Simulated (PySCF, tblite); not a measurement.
# C₅H₁₃Si₂ radical: geometry, infrared bands and EPR parameters

Aim: predict the infrared bands and EPR parameters of C₅H₁₃Si₂ radical (`CC[CH]C1[SiH2]C[SiH2]1`).

Computed with tblite 0.8.0 and PySCF 2.14.0, with density-fitted response routines of our own, on a single molecule in the gas phase. Atoms are numbered from 0 throughout.

**1. The molecule as given**

20 atoms, charge 0, multiplicity 2; geometry from: force field or distance geometry start.

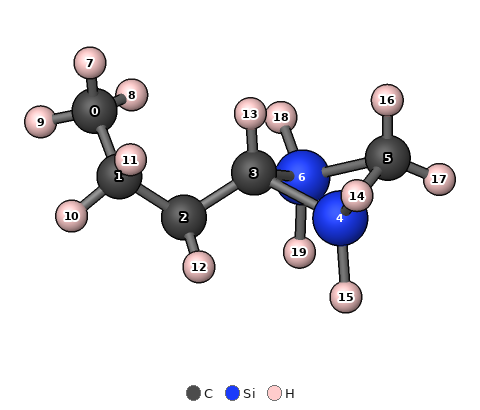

The starting geometry (carbon dark grey, silicon blue, hydrogen pink), atoms numbered; sticks join atoms by distance.

**2. Optimising the geometry with GFN2-xTB**

What the job is given:

```
{"job": {"kind": "relax", "xc": "GFN2-xTB", "basis": "xTB"}, "charge": 0, "multiplicity": 2}
C      2.604900    -0.058400     0.801700
C      2.111000    -0.617700    -0.502800
C      0.676600    -1.001000    -0.539100
C     -0.283300     0.138600    -0.302200
Si    -1.740100     0.248500    -1.482900
C     -2.602500     1.062800    -0.020000
Si    -1.604700    -0.186500     0.988900
H      3.138500     0.902900     0.559200
H      1.822500     0.153900     1.550400
H      3.295900    -0.762600     1.288800
H      2.702200    -1.553900    -0.689800
H      2.327300     0.081000    -1.329400
H      0.359500    -1.455200    -1.494200
H      0.168100     1.135400    -0.099000
H     -1.481300     1.199000    -2.577900
H     -2.301200    -1.016400    -1.906200
H     -2.183200     2.090000     0.080300
H     -3.685400     0.938100     0.023000
H     -1.219700     0.280500     2.317600
H     -2.110100    -1.568000     0.920500
```

Command:

```sh
> OMP_NUM_THREADS=1 python probes_run.py task.json out
```

One launch serves the whole session: the jobs run in the order shown.

Log:

```text
step      E/eV     max force
  0    -561.57559    2.665
  1    -561.87435    1.456
  2    -562.02166    0.917
  3    -562.18027    0.859
  4    -562.28518    0.714
  5    -562.34007    0.755
  6    -562.39076    0.594
  7    -562.43360    0.471
  8    -562.46183    0.371
  9    -562.48323    0.333
 10    -562.50234    0.344
 11    -562.52154    0.330
 12    -562.53894    0.302
 13    -562.55210    0.181
 14    -562.56119    0.224
 15    -562.56861    0.240
 16    -562.57566    0.177
 17    -562.58175    0.142
 18    -562.58667    0.150
 19    -562.59091    0.163
 20    -562.59565    0.190
 21    -562.60189    0.202
 22    -562.60905    0.209
 23    -562.61501    0.218
 24    -562.61959    0.129
 25    -562.62285    0.122
 26    -562.62721    0.133
 27    -562.63275    0.211
 28    -562.63994    0.225
 29    -562.64633    0.183
 30    -562.65156    0.149
 31    -562.65568    0.147
 32    -562.65844    0.119
 33    -562.66007    0.098
 34    -562.66134    0.084
 35    -562.66265    0.104
 36    -562.66416    0.115
 37    -562.66577    0.111
 38    -562.66712    0.085
 39    -562.66824    0.090
 40    -562.66961    0.082
 41    -562.67092    0.103
 42    -562.67222    0.094
 43    -562.67345    0.087
 44    -562.67467    0.093
 45    -562.67587    0.099
 46    -562.67706    0.099
 47    -562.67829    0.096
 48    -562.67962    0.094
 49    -562.68102    0.086
 50    -562.68261    0.101
 51    -562.68480    0.156
 52    -562.68796    0.181
 53    -562.69197    0.190
 54    -562.69616    0.149
 55    -562.70006    0.141
 56    -562.70395    0.189
 57    -562.70431    0.318
 58    -562.71269    0.270
 59    -562.71811    0.208
 60    -562.72621    0.146
 61    -562.72824    0.112
 62    -562.73166    0.099
 63    -562.73460    0.115
 64    -562.73731    0.140
 65    -562.74110    0.172
 66    -562.74544    0.189
 67    -562.75112    0.182
 68    -562.75515    0.202
 69    -562.76003    0.173
 70    -562.76440    0.172
 71    -562.77031    0.159
 72    -562.77390    0.174
 73    -562.77716    0.213
 74    -562.78031    0.185
 75    -562.78398    0.127
 76    -562.78794    0.148
 77    -562.79175    0.112
 78    -562.79452    0.120
 79    -562.79577    0.180
 80    -562.79819    0.124
 81    -562.80053    0.102
 82    -562.80572    0.112
 83    -562.80771    0.116
 84    -562.80913    0.082
 85    -562.81010    0.072
 86    -562.81079    0.051
 87    -562.81124    0.064
 88    -562.81181    0.045
 89    -562.81234    0.039
 90    -562.81267    0.055
 91    -562.81292    0.039
 92    -562.81317    0.034
 93    -562.81352    0.037
 94    -562.81385    0.038
 95    -562.81421    0.041
 96    -562.81449    0.037
 97    -562.81473    0.041
 98    -562.81498    0.043
 99    -562.81527    0.046
100    -562.81557    0.040
101    -562.81586    0.038
102    -562.81615    0.032
103    -562.81646    0.032
104    -562.81673    0.033
105    -562.81693    0.025
106    -562.81707    0.029
107    -562.81722    0.029
108    -562.81738    0.026
109    -562.81754    0.026
110    -562.81769    0.030
111    -562.81783    0.032
112    -562.81800    0.030
113    -562.81823    0.035
114    -562.81852    0.037
115    -562.81886    0.051
116    -562.81925    0.056
117    -562.81974    0.050
118    -562.82034    0.066
119    -562.82091    0.058
120    -562.82137    0.044
121    -562.82175    0.048
122    -562.82219    0.065
123    -562.82262    0.083
124    -562.82343    0.073
125    -562.82445    0.049
126    -562.82486    0.053
127    -562.82520    0.044
128    -562.82556    0.041
129    -562.82593    0.049
130    -562.82624    0.035
131    -562.82650    0.030
132    -562.82669    0.049
133    -562.82694    0.047
134    -562.82720    0.034
135    -562.82748    0.029
136    -562.82759    0.027
137    -562.82776    0.025
138    -562.82795    0.030
139    -562.82819    0.045
140    -562.82840    0.041
141    -562.82855    0.023
142    -562.82864    0.021
143    -562.82868    0.018
144    -562.82872    0.015
145    -562.82876    0.010
146    -562.82879    0.013
147    -562.82884    0.019
148    -562.82890    0.021
149    -562.82896    0.017
150    -562.82902    0.018
151    -562.82910    0.019
152    -562.82920    0.023
153    -562.82929    0.024
154    -562.82935    0.015
155    -562.82939    0.013
156    -562.82944    0.015
157    -562.82950    0.022
158    -562.82957    0.022
159    -562.82964    0.019
160    -562.82969    0.017
161    -562.82973    0.014
162    -562.82977    0.016
163    -562.82983    0.016
164    -562.82989    0.018
165    -562.82998    0.024
166    -562.83009    0.024
167    -562.83022    0.028
168    -562.83038    0.029
169    -562.83058    0.032
170    -562.83087    0.037
171    -562.83131    0.050
172    -562.83186    0.062
173    -562.83243    0.060
174    -562.83295    0.048
175    -562.83347    0.055
176    -562.83375    0.084
177    -562.83440    0.060
178    -562.83479    0.037
179    -562.83511    0.045
180    -562.83532    0.024
181    -562.83543    0.019
182    -562.83568    0.029
183    -562.83573    0.037
184    -562.83582    0.019
185    -562.83592    0.017
186    -562.83596    0.020
187    -562.83601    0.017
188    -562.83607    0.014
189    -562.83611    0.015
190    -562.83614    0.012
191    -562.83615    0.009
```

It took 1.8 s on 1 thread of Arm Neoverse V1, shared host; peak memory 0.17 GiB.

Along the way: (not every step is listed)

```csv
step,energy from step 0 (eV),largest force (eV/Å)
0,0.0000,2.6654
1,-0.2988,1.4562
2,-0.4461,0.9172
3,-0.6047,0.8594
4,-0.7096,0.7141
5,-0.7645,0.7546
6,-0.8152,0.5937
7,-0.8580,0.4712
8,-0.8862,0.3710
25,-1.0473,0.1222
42,-1.0966,0.0942
59,-1.1425,0.2081
76,-1.2124,0.1476
93,-1.2379,0.0366
110,-1.2421,0.0302
127,-1.2496,0.0438
144,-1.2531,0.0151
161,-1.2541,0.0139
178,-1.2592,0.0369
186,-1.2604,0.0200
187,-1.2604,0.0171
188,-1.2605,0.0137
189,-1.2605,0.0149
190,-1.2605,0.0116
191,-1.2606,0.0092
```

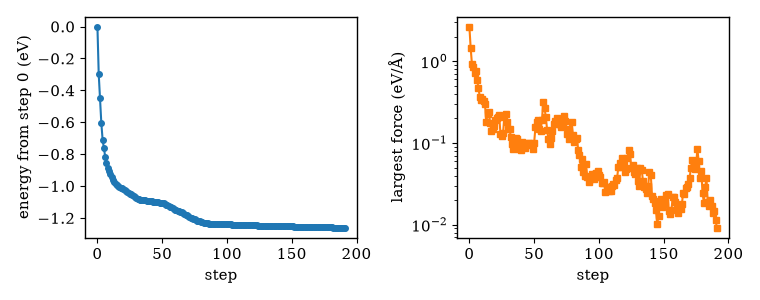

Energy and largest force along the relaxation.

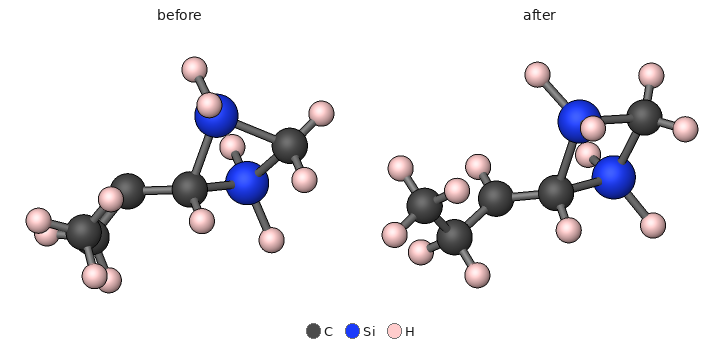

The geometry before (left) and after (right).

Distances of close pairs at the start and the end, largest changes first:

```csv
bond,before (Å),after (Å),change (Å)
C3–Si6,1.876,1.978,+0.103
C2–C3,1.509,1.441,-0.068
C3–Si4,1.878,1.940,+0.061
C0–H7,1.126,1.088,-0.038
C0–C1,1.503,1.540,+0.037
Si4–C5,1.883,1.917,+0.033
C1–H10,1.123,1.095,-0.028
C5–H16,1.114,1.087,-0.027
```

The final coordinates are the input of the step that follows.

**3. Vibrational analysis with GFN2-xTB**

What the job is given:

```
{"job": {"kind": "ir", "xc": "GFN2-xTB", "basis": "xTB"}, "charge": 0, "multiplicity": 2}
C      2.631491    -0.619778     0.891409
C      2.209585    -0.340080    -0.562974
C      0.760684    -0.587251    -0.774456
C     -0.243034     0.423725    -0.560937
Si    -1.844718     0.395454    -1.654622
C     -2.871732     0.618272    -0.051658
Si    -1.355724     0.301867     1.070330
H      3.693825    -0.426825     1.026904
H      2.068420     0.016645     1.571024
H      2.430412    -1.657719     1.146061
H      2.802484    -0.984338    -1.220264
H      2.449708     0.700945    -0.798547
H      0.442923    -1.614823    -0.863871
H      0.223958     1.412688    -0.578688
H     -1.953633     1.465276    -2.649279
H     -2.060136    -0.900310    -2.297940
H     -3.284711     1.617772     0.058320
H     -3.699984    -0.072484     0.077409
H     -1.084076     1.300492     2.106940
H     -1.320890    -1.038851     1.652106
```

Log:

```text
mode    cm-1     km/mol
  1      33.9      0.34
  2      39.8      0.20
  3      55.2      0.08
  4     174.4      0.28
  5     192.2      0.17
  6     236.5      0.69
  7     289.4      0.69
  8     343.3      0.35
  9     389.0      2.18
 10     415.3      4.09
 11     452.1     58.26
 12     464.9      3.68
 13     478.8      5.50
 14     528.1     33.63
 15     573.3      2.25
 16     609.5     43.57
 17     636.6    129.75
 18     659.6     94.04
 19     698.6     88.51
 20     708.1    115.40
 21     755.5    237.07
 22     776.3    405.03
 23     794.9    126.40
 24     826.2     12.86
 25     931.1      4.98
 26     931.9      1.58
 27    1017.5      2.21
 28    1027.8     10.65
 29    1050.4     10.19
 30    1083.4     50.89
 31    1093.7     13.74
 32    1203.4      6.63
 33    1213.1      1.48
 34    1268.6      0.06
 35    1305.2      7.09
 36    1370.4     19.77
 37    1397.2      2.19
 38    1465.7      3.30
 39    1482.9      1.53
 40    1498.1      2.46
 41    1504.6      0.84
 42    2228.8    174.94
 43    2236.7    568.53
 44    2262.1    269.63
 45    2269.0    363.45
 46    2923.4     32.60
 47    2931.4     66.89
 48    2947.7     51.95
 49    3008.2     38.62
 50    3017.7     73.05
 51    3019.9     17.95
 52    3027.0     43.24
 53    3035.1     29.20
 54    3071.5     70.25
```

Wall time 0.92 s (1 thread of Arm Neoverse V1, shared host); peak memory 0.17 GiB.

Which atoms move in the most intense modes:

```csv
cm⁻¹,km/mol,atoms
637,129.8,"H15 36 %, H14 21 %, C3 16 %"
756,237.1,"C5 23 %, H19 18 %, H18 16 %, H14 11 %"
776,405.0,"H14 28 %, H15 28 %, H19 20 %, H18 19 %"
795,126.4,"C5 21 %, H19 14 %, H18 14 %, H15 12 %"
2229,174.9,"H18 53 %, H14 33 %"
2237,568.5,"H14 55 %, H18 38 %"
2262,269.6,H15 82 %
2269,363.4,H19 86 %
```

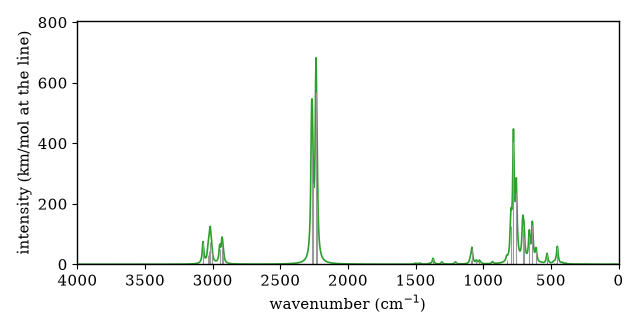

The infrared spectrum from these modes, unscaled. Lines are broadened to a width of 14 cm⁻¹ (Lorentzian).

**4. g tensor and hyperfine couplings: B3LYP/pcH-1**

Settings changed since step 3:

```diff
@@ -1,2 +1,2 @@
-{"job": {"kind": "ir", "xc": "GFN2-xTB", "basis": "xTB"}, "charge": 0, "multiplicity": 2}
+{"job": {"kind": "epr", "basis": "pcH-1"}, "charge": 0, "multiplicity": 2}
 C      2.631491    -0.619778     0.891409
```

Method: UKS B3LYP, pcH-1 on C H Si, non-relativistic, mean-field spin-orbit, GIAO.

Log:

```text
UKS, coarse grid
  cycle   1  E = -777.22741259  |g| = 4.52e-01
  cycle   2  E = -777.13997285  |g| = 5.92e-01
  cycle   3  E = -777.32900759  |g| = 5.17e-02
  cycle   4  E = -777.33015443  |g| = 2.98e-02
  cycle   5  E = -777.33061605  |g| = 7.98e-03
  cycle   6  E = -777.33065065  |g| = 2.34e-03
  cycle   7  E = -777.33065534  |g| = 1.27e-03
  cycle   8  E = -777.33065697  |g| = 4.12e-04
UKS, final grid
  cycle   1  E = -777.33064744  |g| = 5.09e-04
  cycle   2  E = -777.33064730  |g| = 7.31e-04
  cycle   3  E = -777.33064758  |g| = 5.30e-05
  cycle   4  E = -777.33064758  |g| = 1.61e-05
E = -777.33064758 Eh   <S^2> = 0.7544 (exact 0.7500)
g shifts (ppm)      1          2          3
  rmc          -159       -159       -159
  gc             -1         -9         29
  oz_so        -301         52        435
  total        -460       -116        305
hyperfine (MHz)  atom isotope    a_iso     a_fc   dipolar eigenvalues
    0   13C      79.75      79.75     -5.06     -4.98     10.04
    1   13C     -27.90     -27.91     -1.92     -0.32      2.24
    2   13C      93.20      93.30    -74.30    -73.31    147.61
    3   13C     -32.02     -32.04     -2.53     -0.58      3.12
    4  29Si    -108.65    -108.76    -12.91      6.21      6.70
    5   13C      -1.95      -1.94     -0.82     -0.09      0.91
    6  29Si    -181.36    -181.58    -27.64     13.32     14.32
    7    1H      13.57      13.57     -3.22     -1.64      4.86
    8    1H      -3.96      -3.96     -4.77     -1.56      6.33
    9    1H      -2.67      -2.67     -4.79     -2.04      6.83
   10    1H      41.09      41.09     -4.89     -4.06      8.95
   11    1H      17.79      17.79     -4.63     -3.73      8.36
   12    1H     -54.49     -54.50    -34.88     -0.26     35.14
   13    1H      10.50      10.49     -3.82     -3.15      6.97
   14    1H       8.45       8.45     -1.55     -1.33      2.88
   15    1H      -2.15      -2.15     -2.32     -1.70      4.02
   16    1H      -0.30      -0.29     -1.13     -0.54      1.67
   17    1H      -0.40      -0.40     -1.08     -0.47      1.55
   18    1H      16.32      16.32     -2.35     -1.17      3.52
   19    1H      -4.10      -4.10     -3.06     -1.52      4.58
```

Run time: 2.6 min. Hardware: 1 thread of Arm Neoverse V1, shared host; peak memory 1.1 GiB.

Principal g values 2.00186, 2.00220, 2.00262; g(iso) = 2.00223, against 2.00232 for a free electron.

Mean a(iso) over the nuclei that a row names, and the largest dipolar term of the row (other rows stand at the frozen geometry):

```csv
nuclei,isotope,a(iso) (MHz),"a(iso) (G, at g = 2.0023)",largest dipolar term (MHz)
"Si4, Si6",29Si,-145.0,-51.7,-27.6
C2,13C,93.2,33.3,147.6
C0,13C,79.7,28.5,10.0
H12,1H,-54.5,-19.4,35.1
C3,13C,-32.0,-11.4,3.1
"H10, H11",1H,29.4,10.5,9.0
C1,13C,-27.9,-10.0,2.2
"H14, H18",1H,12.4,4.4,3.5
H13,1H,10.5,3.7,7.0
"H15, H19",1H,-3.1,-1.1,4.6
"H7, H8, H9",1H,2.3,0.8,6.8
C5,13C,-1.9,-0.7,0.9
H17,1H,-0.4,-0.1,1.5
H16,1H,-0.3,-0.1,1.7
```

Mulliken spin populations:

C0 0.04; C1 -0.07; C2 0.94; C3 -0.08; Si4 0.05; C5 0.01; Si6 0.11; H7 0.01; H8 0.00; H9 0.00; H10 0.02; H11 0.01; H12 -0.04; H13 0.00; H14 0.01; H15 0.00; H16 0.00; H17 0.00; H18 0.01; H19 0.00

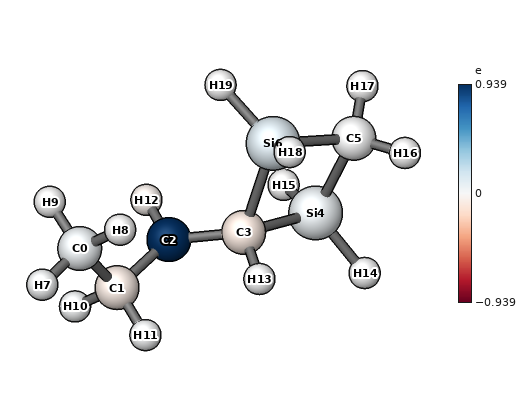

Mulliken spin populations, as colours on the atoms.

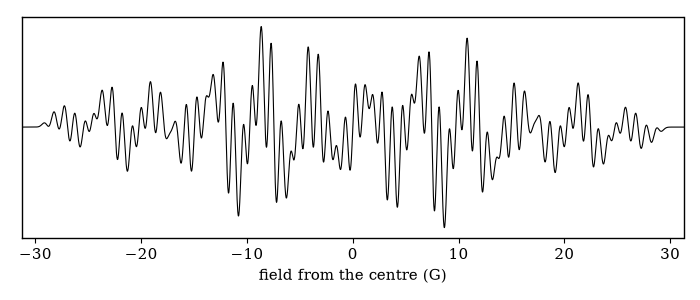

First-order isotropic spectrum (first derivative, main isotopes with spin only, couplings over 0.8 MHz, Gaussian width 0.3 G; couplings of the frozen geometry, rotation of groups not averaged beyond the rows shown).

The fields below are evaluated on a grid from the run's orbitals.

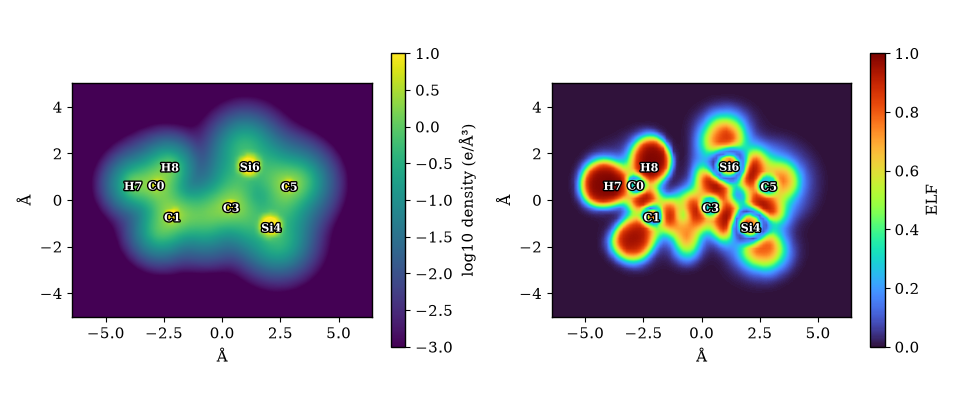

Density (left) and ELF (right) in a plane through or near 8 of the atoms.

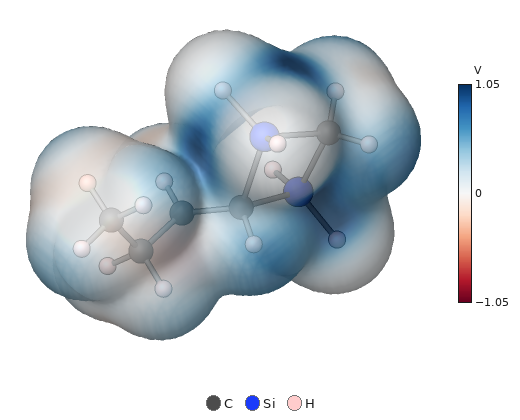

Electrostatic potential on the surface of density 0.002 e/bohr³; red is low, blue high. It runs from -0.49 V near C2 to 1.05 V near H19.

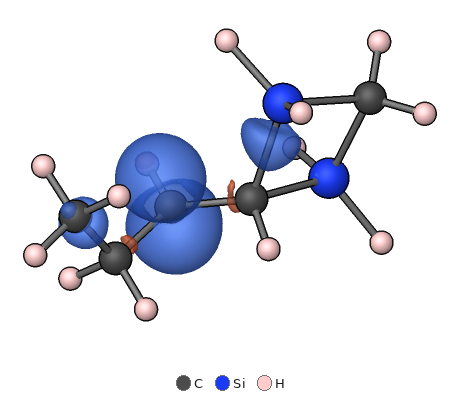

Spin density at ±0.04 e/Å³ (alpha excess blue, beta excess red).

**5. Outcome**

```
                                 quantity                         value
strongest single infrared mode (GFN2-xTB)         2237 cm⁻¹, 569 km/mol
             zero-point energy (GFN2-xTB)                 97.1 kcal/mol
                           g(iso) (B3LYP)                       2.00223
                                     ⟨S²⟩            0.754 (exact 0.75)
       largest a(iso) (averaged by class)  29Si on Si4, Si6, -145.0 MHz
    surface potential, least and greatest            -0.49 V and 1.05 V
```

What this shows: Relaxing lowered the energy by 1.261 eV in 191 steps; the close pair that moved most is C3–Si6, from 1.876 to 1.978 Å. All 54 modes are real, so the xTB geometry is a minimum. The strongest single mode, at 2237 cm⁻¹, moves mainly H14 and H18. GFN2-xTB is a fitted tight-binding method: band positions and strengths are rough. Its intensities can rank the bands wrongly. Most of the unpaired spin sits on C2 (0.94 e). The isotropic g lies 0.1 ppt below the free-electron value.
